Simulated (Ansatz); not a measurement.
# C2H4FO: the cost of one run

The runs use Ansatz 0.2.0; RKS BHLYP-D4/def2-SVP.

### 1 The starting structure

8 atoms, charge 1, spin multiplicity 1.

Atoms are counted from 1 here; the program's logs count them from 0.

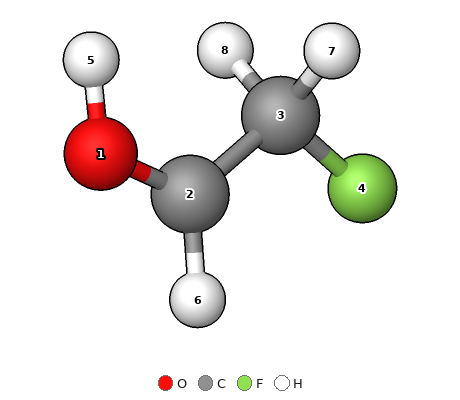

As it starts; oxygen red, carbon grey, fluorine green, hydrogen white; atoms are numbered from 1 in the order of the file.

Coordinates:

```xyz
8
C2H4FO
O    -0.3387    1.5516   -0.4215
C     0.1642    0.6419    0.3059
C     0.0784   -0.8165    0.0665
F     0.7024   -1.5049    1.0402
H    -0.8396    1.2445   -1.2239
H     0.7140    1.0251    1.1948
H     0.5252   -1.0339   -0.9449
H    -1.0060   -1.1078   -0.0171
```

### 2 Relaxation

input.yaml reads:

```yaml
crystal:
  periodic: [false, false, false]
  atoms:
    - { symbol: O, position_ang: [-0.338747, 1.551594, -0.421469] }
    - { symbol: C, position_ang: [0.164239, 0.641888, 0.305899] }
    - { symbol: C, position_ang: [0.078371, -0.816465, 0.06648] }
    - { symbol: F, position_ang: [0.702437, -1.5049, 1.040161] }
    - { symbol: H, position_ang: [-0.839555, 1.244533, -1.223906] }
    - { symbol: H, position_ang: [0.714028, 1.025122, 1.194816] }
    - { symbol: H, position_ang: [0.525239, -1.033928, -0.94488] }
    - { symbol: H, position_ang: [-1.006011, -1.107843, -0.017111] }
total_charge: 1
basis:
  gaussian: { orbitals: def2-SVP }
hamiltonian:
  xc: { name: BHLYP }
  dispersion: d4
output:
  forces: true
relax:
  f_tol: 0.003
  max_steps: 120
```

Run with:

```
ansatz run input.yaml --threads 1 --pin off --max-ram 2560MiB --backend cpu --events-out ev --progress --plain --runs-dir out
```

Q: Estimate wall time and peak memory on 1 thread of Intel Xeon 6975P-C (Granite Rapids), shared host.

About 14 s, with a peak of 0.15 GiB.
